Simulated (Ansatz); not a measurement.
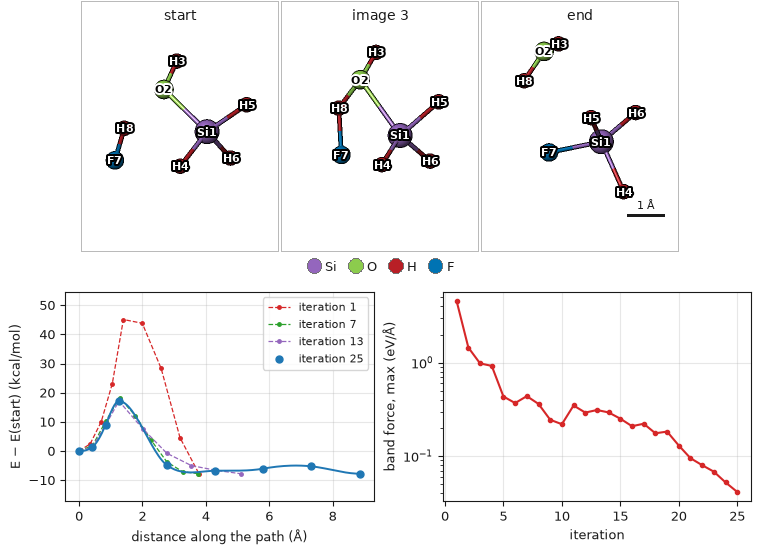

A search for the minimum-energy path of SiH5OF by the nudged elastic band. Images are numbered from 0 (start) to 8 (end). The plot follows the band through its iterations. A ball-and-stick model, seen at a tilt.

Level of theory: RKS BLYP-D4/def2-SVP (Ansatz 0.2.0). Settings: 7 movable images; climbing image; force threshold 0.05 eV/Å; iteration limit 60; starting path through a guess of the saddle point.

**Did the band converge, and can the barrier be trusted?**

The run is converged, with reservations. The band converged in 25 iterations. The largest component of the band force went from 4.5 to 0.041 eV/Å. The climbing image converged on the top of the path. Its vibrational analysis gives one imaginary mode (547i cm⁻¹), as a transition state must have. The first iteration put the highest image at 45.1 kcal/mol. The energy climbs by 17.1 kcal/mol to image 3 and then falls by 24.9 kcal/mol, so the end point sits at −7.8 kcal/mol.
